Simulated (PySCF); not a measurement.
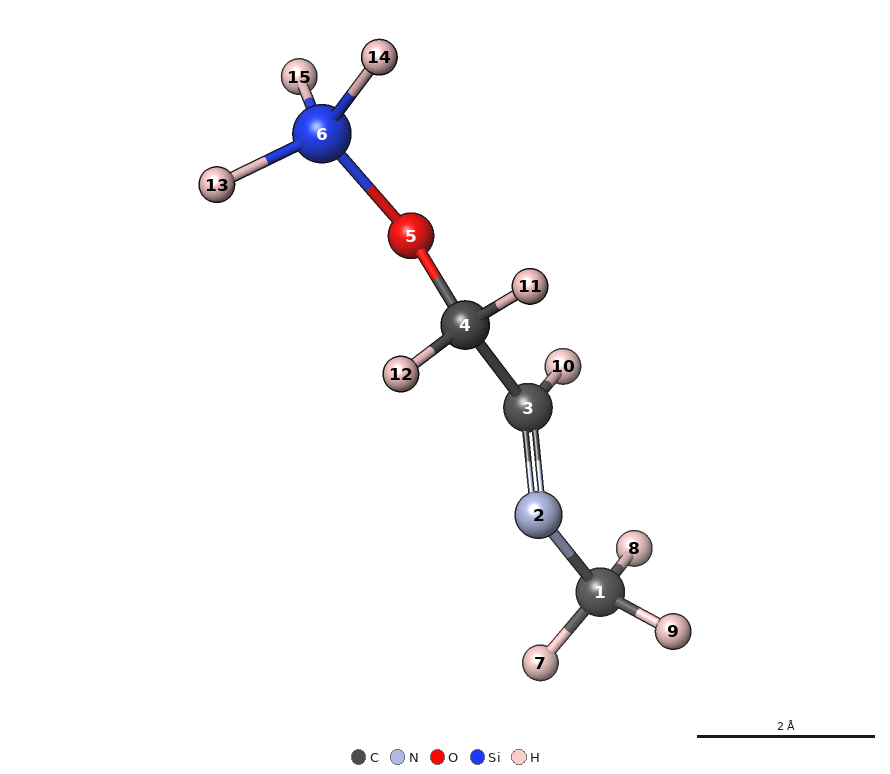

The view is orthographic, and the bar gives the scale. The geometry was computed by an optimisation with GFN2-xTB. No frequency run is at hand to confirm it as a minimum.

Give an XYZ file in the frame of the picture: x to the right, y up, z towards the viewer, origin at the mean of the atomic positions.

```xyz
15
C3H9NOSi
C    1.44  -2.64  -0.86
N    0.74  -1.76   0.03
C    0.62  -0.54  -0.24
C   -0.09   0.39   0.68
O   -0.71   1.41  -0.06
Si  -1.72   2.57   0.46
H    0.76  -3.44  -1.15
H    1.82  -2.14  -1.76
H    2.27  -3.08  -0.30
H    1.01  -0.07  -1.16
H    0.64   0.83   1.37
H   -0.82  -0.16   1.28
H   -2.91   1.99   1.08
H   -1.07   3.43   1.44
H   -1.98   3.21  -0.82
```
